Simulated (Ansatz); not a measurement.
Fields on a plane of BeS (zinc blende)

```yaml
crystal:
  lattice:
    - [0.00000, 2.43428, 2.43428]
    - [2.43428, 0.00000, 2.43428]
    - [2.43428, 2.43428, 0.00000]
  atoms:
    - { symbol: S, position: [0.75000, 0.75000, 0.75000] }
    - { symbol: Be, position: [0.00000, 0.00000, 0.00000] }
```

The slice is a {110} plane (indices of the conventional cell) through the point (0.750, 0.750, 0.750) (fractional), spanned by u = [100] and v = [1 -1 -1] in vectors of this cell: u (3.44 Å) and v (4.87 Å, at 90° to u). It covers one period; positions are fractions (u, v).

Atoms on it: S at (0.00, 0.00); Be at (0.50, 0.75).

Method: r2SCAN (plane waves to 500 eV, PAW, scalar-relativistic; Ansatz, a first-principles code). k mesh 12×12×12. Near the nuclei the fields are pseudised (PAW); where an atom keeps semicore shells as valence, they peak there. BeS was relaxed with its symmetry unable to fall.

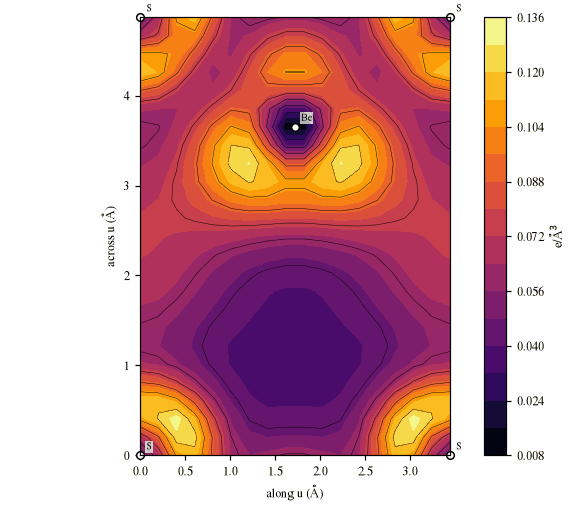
Density of the lowest conduction band (whole band as if filled, smooth part) in e/Å³, one period of the plane, atoms marked. 

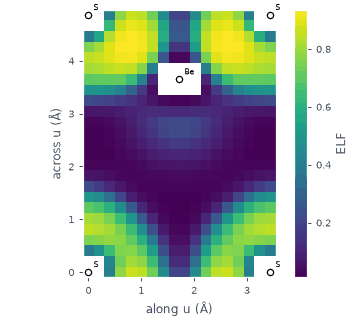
*Electron localisation function (ELF), one period of the plane, atoms marked. Points within 0.4 Å of a nucleus are left white, as the pseudised field means little there.*

- Element round which the density of the highest valence band (whole band, smooth part) is largest on this plane: S
